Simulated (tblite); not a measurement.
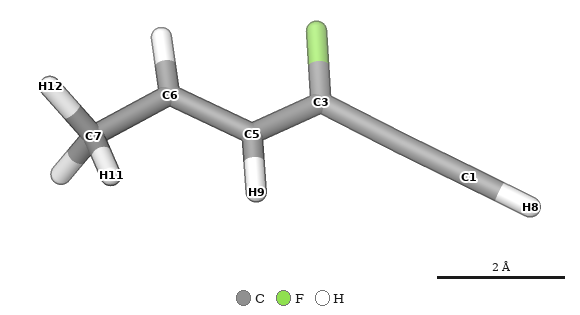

Starting structure of C6H6F (charge +1). Style: stick. Shown at a tilt.

The calculation used GFN2-xTB geometry optimisation, gas phase (tblite).

```xyz
13

C    -3.5142    0.5234    0.5349
C    -2.4668    0.0087    0.3165
C    -1.2017   -0.6230    0.0821
F    -1.1858   -1.9617    0.0028
C    -0.0840    0.0823   -0.0782
C     1.1980   -0.5190   -0.3419
C     2.4023    0.3285   -0.5998
H    -4.4600    0.9893    0.7261
H    -0.1128    1.1663   -0.0288
H     1.2764   -1.5978   -0.4365
H     2.3209    1.3039   -0.1175
H     3.2912   -0.1730   -0.2016
H     2.5323    0.4726   -1.6618
```

Q: Where does the relaxation end?

A: The largest move after the best rigid fit is that of H13, 0.49 Å. Largest moves by element: H 0.49 Å, F 0.17 Å, C 0.13 Å. Among the contacts that change: C5–C6 1.440 → 1.378 Å, C3–C5 1.331 → 1.391 Å, C6–C7 1.495 → 1.443 Å, C2–C3 1.433 → 1.394 Å. Among the angles between lasting bonds that change: H12–C7–H13 108.7° → 102.6°, C6–C5–H9 116.7° → 120.6°, C5–C6–C7 120.8° → 124.3°. Groups turn about C6–C7 by about 25°. The energy falls by 7.52 kcal/mol in 76 geometry steps.

The structure at the end:

```xyz
13

C    -3.5396    0.4466    0.6187
C    -2.4515   -0.0051    0.3477
C    -1.2170   -0.5713    0.0324
F    -1.1919   -1.8676   -0.1353
C    -0.0458    0.1663   -0.1071
C     1.1613   -0.4198   -0.4217
C     2.4008    0.3023   -0.5780
H    -4.4830    0.8580    0.8570
H    -0.1164    1.2354    0.0419
H     1.1929   -1.4965   -0.5642
H     2.3059    1.3737   -0.4237
H     3.1569   -0.1161    0.0974
H     2.8232    0.0945   -1.5687
```

The end point in the same view:

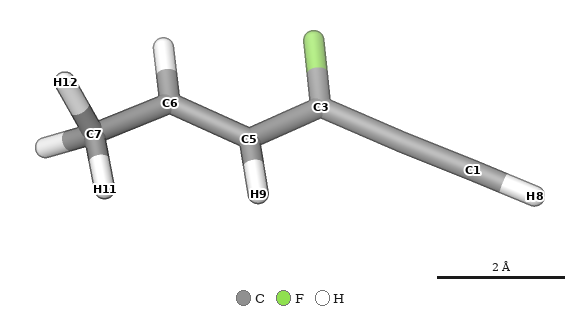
